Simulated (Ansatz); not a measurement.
# FH4NO2Si: what the fields show

```tsv
atom	x (Å)	y (Å)	z (Å)
Si	-0.1202	-0.0902	0.3991
F	1.0223	0.0049	1.5509
N	0.7549	0.1856	-1.0435
H	1.7088	0.5275	-1.0198
O	-1.3371	0.9638	0.7481
O	-0.8732	-1.5521	0.4191
H	0.3078	0.3406	-1.9397
H	-1.0778	1.8784	0.9055
H	-0.3854	-2.2584	-0.0200
```

Computed with Ansatz, RKS B3LYP-D4/def2-SVP.

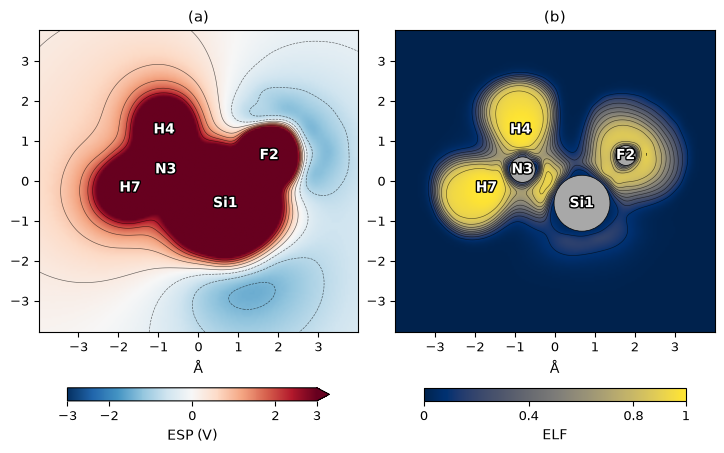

Figure 1. (a) electrostatic potential; (b) electron localisation function on the plane of atoms F2, Si1 and N3. Grey discs cover the atomic cores in the ELF map.

Interpret the plot.

Answer.
- Atoms in the plane: Si, F, N and H.
- Si–F (1.63 Å): the ELF peaks at about 0.85 in the valence shell of F, 0.6 Å from its nucleus, and is about 0.45 at the midpoint.
- Si–N (1.71 Å): the ELF peaks at about 0.90 between the atoms: a polar covalent bond.
- N–H (1.01 Å): the ELF climbs to about 1 towards the hydrogen, as it does in any bond to H: an ordinary covalent bond to hydrogen.
- The ELF also peaks beside F2, away from the bonds: lone-pair regions.
- Outside the dense part of the molecule the potential is most negative (−1.5 V) near O5, which lies off the plane.

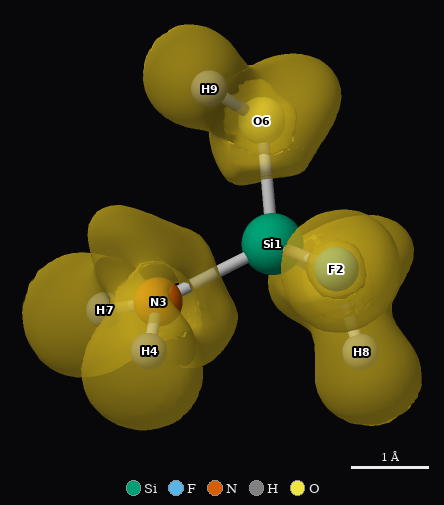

Figure 2. Isosurface of the ELF at 0.75 (yellow), seen at a tilt. Only the valence region is drawn (cores and ρ < 0.01 e/Å³ removed).

Identify the bonds, lone pairs and shells in this picture.

Answer. At this value the surface marks out one region wrapped around F (its lone pairs, merged into a ring or cap), one joined region spread over several atoms (H, N), in which their bonds and any lone pairs are merged and two joined regions spread over several atoms (H, O), in which their bonds and any lone pairs are merged.


 Si–O (1.64 Å): the ELF peaks at about 0.90 between the atoms, as expected for a shared but strongly polarised pair.

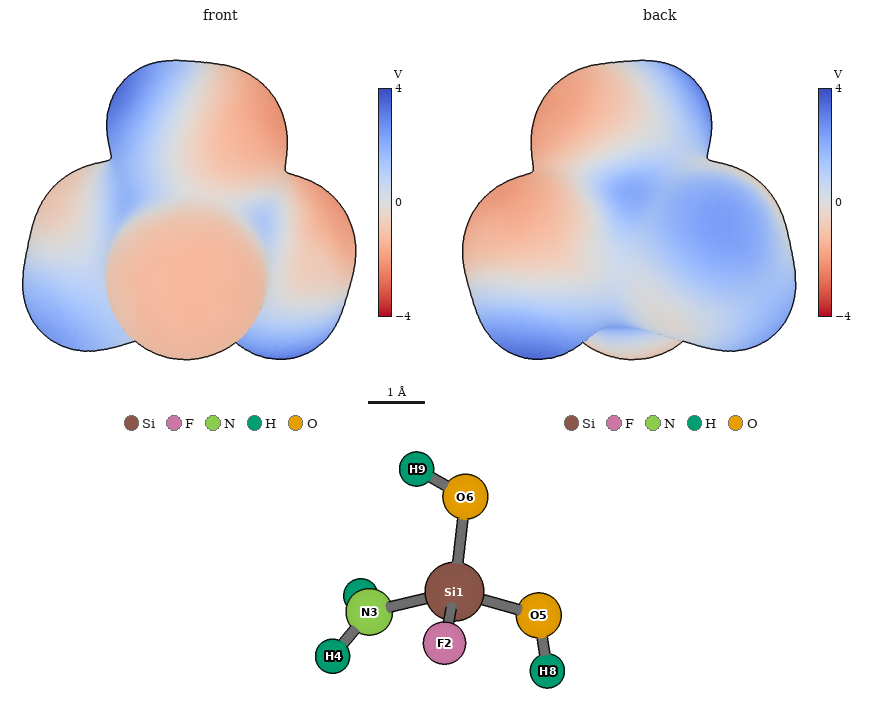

Figure 3. The electrostatic potential painted on the density surface at 0.004 e/bohr³, seen from the front and from behind; the colour scale runs from red (negative) to blue (positive). The bare structure is drawn below in the same view.

Describe the electrostatic potential map.

Answer. The most negative region (about −2.0 V, or −46 kcal/mol for a unit charge) lies over O6, the most positive (about +3.2 V, or +74 kcal/mol for a unit charge) over H8 and H9. O6 is the likeliest acceptor of a hydrogen bond.

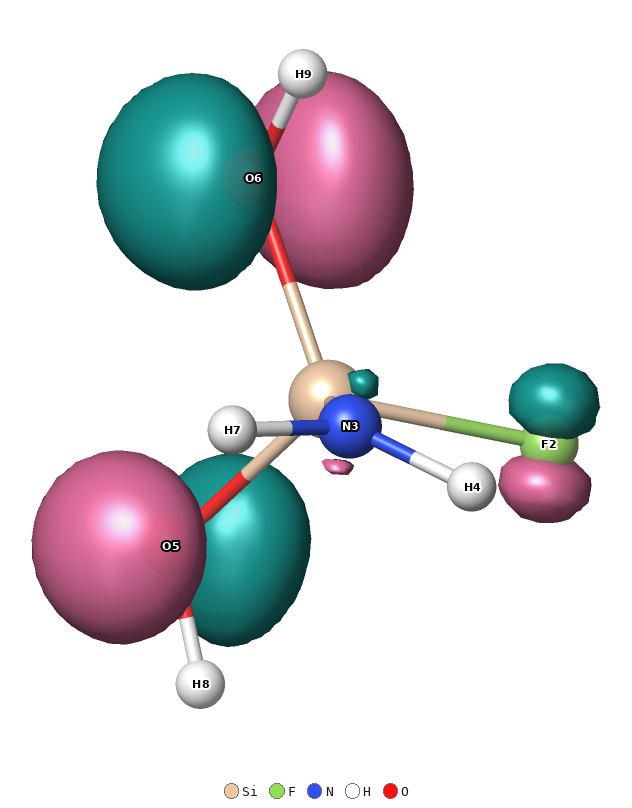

Figure 4. The HOMO−1 at ±0.2 Å⁻³ᐟ² (teal and pink are the two phases), seen at an oblique angle.

Where does this orbital lie, and at what energy?

Answer. Its weight (Hirshfeld) is mainly on O6 (about 50 %) and O5 (about 30 %); largely a combination of lone pairs on O6 and O5. Its energy is −8.76 eV.
